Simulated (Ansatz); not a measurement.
**Geometry relaxation of WH₂BrClOF₄ (part 2 of 2)**

Continued. System: WH₂BrClOF₄. Method: RKS PBE/def2-SVP (Ansatz 0.2.0). It belongs to a series of runs on one base structure; here: end point A relaxed.

Geometry of the input (Å):
```
W  -0.1368  -0.2435  -0.0650
Cl -0.2004  -0.2599  2.3131
O  1.6978  -0.4120  -0.0423
H  2.4516  0.1363  0.3090
F  -0.0216  1.6230  -0.1447
F  -1.9956  0.0269  0.0335
F  -0.4084  -2.0913  -0.1005
F  -0.2555  -0.2702  -1.9324
Br 2.5528  2.0747  1.2967
H  1.6296  1.5332  2.3590
```

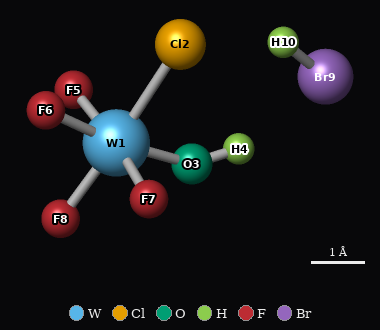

The geometry at step 12 of the log (ball-and-stick view, seen at a tilt; atoms are numbered from 1 in the order of the input).

### Trajectory as extended XYZ, continued
```
10
Properties=species:S:1:pos:R:3:forces:R:3 step=5 energy=-97300.63425
W    -0.2365   -0.2904   -0.1377    0.0635  -0.0743  -0.1970
Cl   -0.2509   -0.0746    2.2026   -0.0050   0.0022  -0.0281
O     1.6209   -0.2425   -0.1031   -0.2343   0.0338  -0.0418
H     2.3083    0.3934    0.2279    0.0687  -0.0200   0.0259
F    -0.2119    1.5797   -0.3633   -0.0459  -0.1701  -0.0037
F    -2.1036   -0.1140   -0.0444    0.0790  -0.0064   0.0283
F    -0.3462   -2.1579   -0.0122    0.0436   0.2471   0.0150
F    -0.3634   -0.4949   -2.0006    0.0361   0.0251   0.2057
Br    2.9979    2.0349    1.7465    0.0018  -0.0405   0.0417
H     1.8988    1.4835    2.5107   -0.0076   0.0030  -0.0461
10
Properties=species:S:1:pos:R:3:forces:R:3 step=6 energy=-97300.64520
W    -0.2451   -0.2790   -0.1517    0.0383  -0.0809  -0.2466
Cl   -0.2542   -0.0079    2.1811    0.0146   0.0316   0.0194
O     1.6086   -0.1833   -0.1310   -0.1895   0.0768  -0.0092
H     2.2893    0.4563    0.2076    0.0833  -0.0444   0.0251
F    -0.2725    1.5842   -0.4390   -0.0293  -0.2101   0.0253
F    -2.1141   -0.1439   -0.0408    0.0656  -0.0223   0.0160
F    -0.2967   -2.1445    0.0398    0.0104   0.2669  -0.0301
F    -0.3818   -0.5503   -2.0055    0.0333   0.0249   0.2222
Br    3.0610    1.9634    1.8312    0.0158  -0.0277  -0.0053
H     1.9188    1.4222    2.5349   -0.0425  -0.0148  -0.0169
10
Properties=species:S:1:pos:R:3:forces:R:3 step=7 energy=-97300.65924
W    -0.2500   -0.2596   -0.1680    0.0443  -0.0034  -0.3086
Cl   -0.2233    0.1301    2.1515   -0.0278  -0.0083   0.0655
O     1.5964   -0.1012   -0.1719   -0.1529   0.1113   0.0145
H     2.2788    0.5250    0.1920    0.0863  -0.0704   0.0192
F    -0.3578    1.5901   -0.5311   -0.0079  -0.3028   0.0277
F    -2.1201   -0.1923   -0.0183    0.0941  -0.0505   0.0399
F    -0.2214   -2.1173    0.1041   -0.0414   0.3121  -0.0259
F    -0.4018   -0.6143   -2.0048    0.0344   0.0474   0.2171
Br    3.1130    1.8455    1.9370   -0.0672  -0.0598   0.0093
H     1.8996    1.3113    2.5361    0.0380   0.0245  -0.0586
10
Properties=species:S:1:pos:R:3:forces:R:3 step=8 energy=-97300.67061
W    -0.2431   -0.2309   -0.1753   -0.0046  -0.0073  -0.2540
Cl   -0.2353    0.2108    2.1452    0.0864   0.0511   0.0165
O     1.5975   -0.0267   -0.1951   -0.2287   0.1226   0.1133
H     2.2929    0.5678    0.2034    0.0864  -0.0865  -0.0093
F    -0.4201    1.5994   -0.6027   -0.0032  -0.3260   0.0932
F    -2.1113   -0.2331    0.0218    0.1342  -0.0290  -0.0352
F    -0.1620   -2.0753    0.1658   -0.0404   0.2776  -0.0880
F    -0.3992   -0.6455   -1.9957    0.0118   0.0179   0.1824
Br    3.1385    1.7424    1.9870   -0.2757  -0.1393   0.0735
H     1.8555    1.2085    2.4722    0.2339   0.1188  -0.0923
10
Properties=species:S:1:pos:R:3:forces:R:3 step=9 energy=-97300.67795
W    -0.2404   -0.2097   -0.1841    0.1189   0.0395  -0.2483
Cl   -0.1633    0.3034    2.1306   -0.1758  -0.0201   0.0611
O     1.5935    0.0254   -0.1983   -0.2865   0.0694  -0.0328
H     2.3080    0.5736    0.2423    0.0679  -0.0833  -0.0106
F    -0.4795    1.6040   -0.6410    0.0015  -0.3092   0.0774
F    -2.1054   -0.2748    0.0446    0.2056   0.0111   0.0683
F    -0.1253   -2.0440    0.1890   -0.0463   0.2141  -0.0392
F    -0.3984   -0.6593   -1.9926    0.0377   0.0370   0.1203
Br    3.1259    1.6476    2.0069   -0.1377  -0.0609   0.0681
H     1.7982    1.1511    2.4292    0.2146   0.1024  -0.0643
10
Properties=species:S:1:pos:R:3:forces:R:3 step=10 energy=-97300.68807
W    -0.2304   -0.2063   -0.1874   -0.1491   0.0670  -0.1479
Cl   -0.1949    0.3256    2.1330    0.0241  -0.0560  -0.0377
O     1.5975    0.0310   -0.2184   -0.0502   0.1399   0.1851
H     2.3328    0.5344    0.2476   -0.0213  -0.1002  -0.0749
F    -0.4963    1.6030   -0.6291    0.0270  -0.2046  -0.0014
F    -2.0888   -0.2860    0.0770    0.1306  -0.0412  -0.0276
F    -0.1110   -2.0399    0.1737   -0.0225   0.1283   0.0205
F    -0.4006   -0.6483   -1.9951    0.0081   0.0525   0.0800
Br    3.1271    1.6283    2.0208   -0.0569  -0.0400   0.0111
H     1.7779    1.1754    2.4044    0.1103   0.0543  -0.0073
10
Properties=species:S:1:pos:R:3:forces:R:3 step=11 energy=-97300.69309
W    -0.2676   -0.1846   -0.2198    0.1656   0.2349   0.5138
Cl   -0.2572    0.3982    2.0931   -0.0118   0.0008  -0.0600
O     1.5390    0.1433   -0.1859    0.0486  -0.1160  -0.3060
H     2.3680    0.4971    0.2387   -0.1005   0.0271   0.1107
F    -0.6318    1.5821   -0.7231   -0.0331   0.0112  -0.0427
F    -2.1016   -0.3887    0.0701   -0.0993  -0.0468  -0.0681
F    -0.0531   -1.9975    0.1837    0.0053  -0.0575  -0.0164
F    -0.4116   -0.6674   -2.0149    0.0302  -0.0233  -0.1069
Br    3.2552    1.4955    2.0980    0.0683   0.0135  -0.0103
H     1.8741    1.2392    2.4865   -0.0732  -0.0439  -0.0141
10
Properties=species:S:1:pos:R:3:forces:R:3 step=12 energy=-97300.69707
W    -0.2703   -0.1717   -0.2039    0.0674  -0.0298  -0.0855
Cl   -0.2972    0.4273    2.0882    0.0425   0.0258   0.0215
O     1.5372    0.1642   -0.1932    0.0254  -0.0005  -0.0083
H     2.3306    0.5276    0.3057   -0.1104  -0.0592  -0.1093
F    -0.6636    1.5821   -0.7299   -0.0194   0.0385  -0.0028
F    -2.1112   -0.4248    0.0257   -0.0681  -0.0040   0.0421
F    -0.0347   -1.9830    0.2053   -0.0014  -0.0122   0.0209
F    -0.3766   -0.6655   -2.0044    0.0379   0.0131   0.0253
Br    3.2787    1.4303    2.0207    0.0435   0.0549   0.1327
H     1.9204    1.2310    2.5123   -0.0174  -0.0266  -0.0365
10
Properties=species:S:1:pos:R:3:forces:R:3 step=13 energy=-97300.70291
W    -0.2575   -0.1760   -0.2087   -0.0935  -0.0220   0.0514
Cl   -0.2239    0.4270    2.0950   -0.0271   0.0044  -0.0283
O     1.5544    0.1322   -0.2188    0.1835   0.1648   0.0964
H     2.3320    0.5529    0.2621   -0.1418  -0.1248  -0.1008
F    -0.6275    1.5880   -0.7276    0.0028  -0.0714   0.0237
F    -2.1021   -0.3812    0.0694    0.0983   0.0308   0.0006
F    -0.0545   -1.9871    0.2190   -0.0046   0.0346  -0.0203
F    -0.3892   -0.6782   -2.0016    0.0123   0.0004  -0.0002
Br    3.2374    1.4940    2.0924   -0.2534  -0.0868   0.0211
H     1.8442    1.1456    2.4452    0.2235   0.0699  -0.0437
10
Properties=species:S:1:pos:R:3:forces:R:3 step=14 energy=-97300.70820
W    -0.2590   -0.1680   -0.2066   -0.0291  -0.0033   0.0330
Cl   -0.2423    0.4470    2.0907   -0.0051   0.0094  -0.0120
O     1.5487    0.1599   -0.2203    0.0057   0.0084  -0.0426
H     2.3464    0.5340    0.2516   -0.0003  -0.0015   0.0253
F    -0.6550    1.5844   -0.7385   -0.0006  -0.0149   0.0126
F    -2.0969   -0.3996    0.0741    0.0103  -0.0018  -0.0111
F    -0.0327   -1.9756    0.2227   -0.0009   0.0098  -0.0043
F    -0.3831   -0.6768   -1.9987    0.0023  -0.0051  -0.0038
Br    3.2398    1.4491    2.0904   -0.0632  -0.0146   0.0341
H     1.8475    1.1630    2.4611    0.0809   0.0136  -0.0312
10
Properties=species:S:1:pos:R:3:forces:R:3 step=15 energy=-97300.70921
W    -0.2606   -0.1645   -0.2067   -0.0290   0.0167  -0.0118
Cl   -0.2487    0.4717    2.0841    0.0003  -0.0091  -0.0074
O     1.5450    0.1782   -0.2239   -0.0115  -0.0095  -0.0208
H     2.3427    0.5365    0.2601    0.0122   0.0050   0.0074
F    -0.6769    1.5804   -0.7453    0.0064  -0.0049  -0.0035
F    -2.0960   -0.4139    0.0745    0.0070  -0.0123   0.0037
F    -0.0196   -1.9692    0.2266    0.0029   0.0090   0.0173
F    -0.3796   -0.6810   -1.9974    0.0039   0.0055   0.0012
Br    3.2528    1.4210    2.1025   -0.0049  -0.0037   0.0087
H     1.8543    1.1581    2.4520    0.0128   0.0034   0.0052
10
Properties=species:S:1:pos:R:3:forces:R:3 step=16 energy=-97300.70989
W    -0.2667   -0.1535   -0.2106   -0.0424  -0.0090  -0.0344
Cl   -0.2624    0.5052    2.0722    0.0066   0.0063  -0.0150
O     1.5344    0.2129   -0.2356    0.0765   0.0283   0.0452
H     2.3414    0.5440    0.2564   -0.0713  -0.0242  -0.0400
F    -0.7177    1.5752   -0.7741    0.0137  -0.0174   0.0208
F    -2.0961   -0.4429    0.0749    0.0168   0.0024   0.0030
F     0.0054   -1.9490    0.2459    0.0061   0.0205   0.0008
F    -0.3757   -0.6919   -1.9963    0.0034   0.0009   0.0191
Br    3.2784    1.3659    2.1260    0.0013  -0.0023  -0.0092
H     1.8723    1.1515    2.4677   -0.0105  -0.0054   0.0096
10
Properties=species:S:1:pos:R:3:forces:R:3 step=17 energy=-97300.71018
W    -0.2664   -0.1517   -0.2122   -0.0199  -0.0077  -0.0306
Cl   -0.2571    0.5186    2.0668   -0.0130  -0.0012   0.0042
O     1.5341    0.2189   -0.2407    0.0381   0.0165   0.0216
H     2.3388    0.5509    0.2527   -0.0396  -0.0153  -0.0203
F    -0.7224    1.5748   -0.7773    0.0079  -0.0157   0.0079
F    -2.0941   -0.4465    0.0785    0.0187   0.0056   0.0038
F     0.0125   -1.9440    0.2524    0.0042   0.0152   0.0032
F    -0.3756   -0.6972   -1.9953    0.0000   0.0053   0.0133
Br    3.2751    1.3542    2.1297    0.0103   0.0001  -0.0065
H     1.8686    1.1391    2.4718   -0.0069  -0.0027   0.0034
10
Properties=species:S:1:pos:R:3:forces:R:3 step=18 energy=-97300.71031
W    -0.2672   -0.1506   -0.2141    0.0108   0.0059   0.0111
Cl   -0.2614    0.5240    2.0650   -0.0047  -0.0028  -0.0083
O     1.5327    0.2246   -0.2413   -0.0145  -0.0057  -0.0102
H     2.3365    0.5536    0.2527    0.0022   0.0020   0.0037
F    -0.7260    1.5737   -0.7814    0.0008   0.0014  -0.0008
F    -2.0932   -0.4492    0.0790    0.0024   0.0003   0.0004
F     0.0182   -1.9400    0.2562    0.0022  -0.0005   0.0007
F    -0.3766   -0.7001   -1.9956    0.0014   0.0013   0.0042
Br    3.2785    1.3471    2.1309   -0.0007  -0.0011  -0.0005
H     1.8718    1.1342    2.4751    0.0002  -0.0007  -0.0003
```

### Summary

- outcome: converged
- total energy: −97300.7104 eV
- mean-field energy: −97300.7104 eV
- largest force (length of the vector) at the end: 0.019 eV/Å
- hardware: 4 threads of Arm Neoverse V2, 24 GiB of memory available, shared host
- wall time: 52 s (CPU time 3.3 min)
- peak memory: 0.27 GiB
